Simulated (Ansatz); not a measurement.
## Electronic structure of Cl$_{2}$OTi in real space

The calculation's input:

```
crystal:
  periodic: [false, false, false]
  atoms:
    - {symbol: O, position_ang: [0.350595, 1.058056, 1.239880]}
    - {symbol: Ti, position_ang: [0.018582, 0.054934, 0.063702]}
    - {symbol: Cl, position_ang: [1.131105, -1.864213, 0.092126]}
    - {symbol: Cl, position_ang: [-1.500282, 0.751223, -1.395707]}
basis:
  gaussian: {orbitals: def2-TZVPP}
hamiltonian: {xc: pbe0, dispersion: d4}
output: {orbitals: {seedname: orbitals}}
```

Launched as:

```sh
ansatz run in.yaml --threads 4 --pin off --events-out ev --progress --plain --max-ram 10444MiB
```

Geometry: PBE0-D4/def2-TZVP.

Method: RKS PBE0-D4/def2-TZVPP in Ansatz 0.2.0.

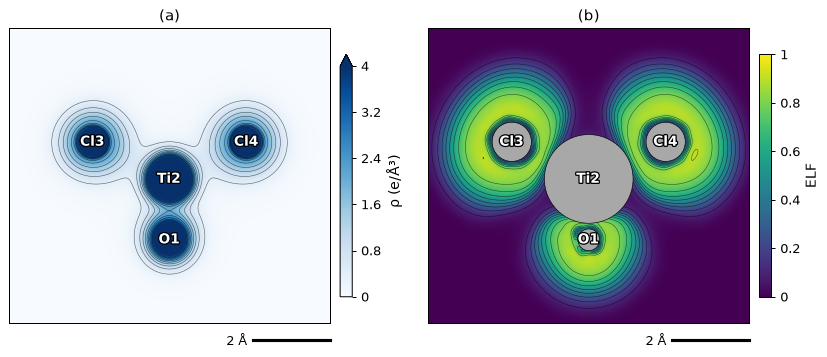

Figure 1. (a) electron density; (b) ELF on the molecular plane. Grey discs cover the atomic cores in the ELF map.

What does the map show?

Answer. The section cuts through O, Ti and Cl sites. Ti–O (1.58 Å): ρ is about 2 e/Å³ halfway; the ELF peaks at about 0.80 in the valence shell of O, 0.5 Å from its nucleus, and drops to about 0.45 between the two atoms. Ti–Cl (2.22 Å): ρ at the midpoint is about 0.66 e/Å³; the ELF peaks at about 0.85 in the valence shell of Cl, 0.8 Å from its nucleus, and is about 0.45 at the midpoint.

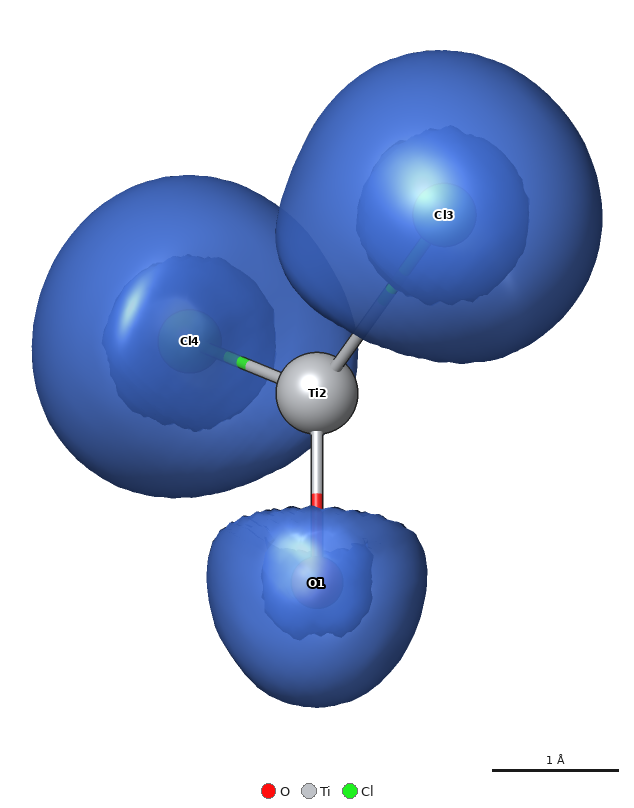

Figure 2. Isosurface of the ELF at 0.75 (blue), seen at an oblique angle. Core shells and regions of very low density are left out.

Where are the electrons localised?

Answer. The surface consists of two regions wrapped around Cl (the valence shell of each) and one region wrapped around O (its valence shell).

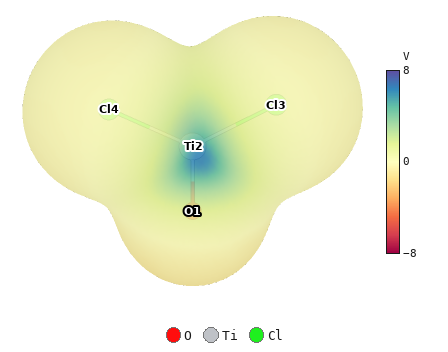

Figure 3. The electrostatic potential painted on the density surface at 0.001 e/bohr³, seen at a tilt; the colour scale runs from red (negative) to blue (positive).

Where is the surface potential most negative and most positive?

Answer. The most negative region (about −0.9 V, or −21 kcal/mol for a unit charge) lies over O1, the most positive (about +6.0 V, or +138 kcal/mol for a unit charge) over Ti2.

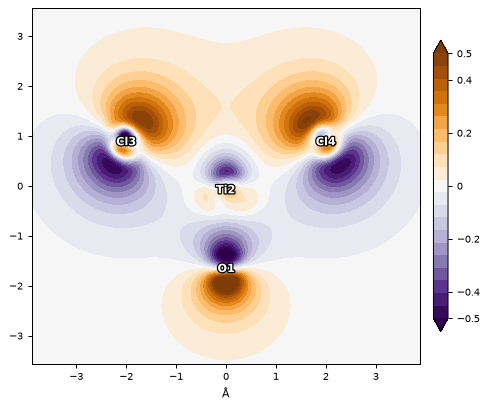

Figure 4. The HOMO−1 on the molecular plane (values in Å⁻³ᐟ²; the overall sign is arbitrary).

Describe this orbital and give its energy.

Answer. By Hirshfeld shares it lies mainly on Cl4 (about 40 %), Cl3 (about 40 %), O1 (about 15 %) and Ti2 (about 10 %); it is symmetric in the molecular plane (an in-plane orbital: σ, lone-pair or in-plane π type); largely a combination of lone pairs on Cl4, Cl3 and O1. Its energy is −9.67 eV.
